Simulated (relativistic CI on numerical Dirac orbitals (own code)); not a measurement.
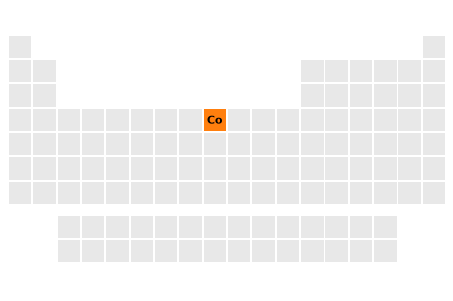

Fig. 1: The place of cobalt in the periodic table.

Relativistic CI calculation, with input and output: Co²⁺

Co²⁺. Level asked for: Dirac-Coulomb-Breit CI, KLI orbitals optimised for each configuration, model QED (radiative potential, 1s self-energy scaled to tabulated hydrogen-like ionisation energies), numerical settings as typed (relativistic CI on numerical Dirac orbitals, in-house).

### Input file
```
atom Co  Z=27  charge=2  electrons=25
nucleus A=59  rms_radius_fm=3.7875
hamiltonian dirac-coulomb  breit=on  qed=on  c_scale=0.05
orbitals kli  potential=per-configuration
slater_scale 1
correlation none
mixing on
grid step=0.0125 r_max=49.7
scf mixing=0.4 start=green max_iterations=56 tolerance=2e-08 node_fill=0.05
configurations
  [Ar] 3d7
  [Ar] 3d6 4s
  [Ar] 3d6 4p
  [Ar] 3d5 4s2
  [Ne] 3s2 3p5 3d8
end
```

Hardware: 1 CPU thread, shared host.

Launched within a batch (the task file carries these settings):
```bash
python <driver script> task.json out
```

The program writes its results to a structured record and prints no log; tables and figures of this report are taken from that record.

### Outcome

| quantity | value |
| --- | --- |
| outcome | not converged |

### Diagnosis

This input holds a deliberate fault: speed of light. The run did not meet its convergence test, so its last values are not results. Caveats: SCF of 1s2 2s2 2p6 3s2 3p6 3d7 stopped: an orbital could not be found.
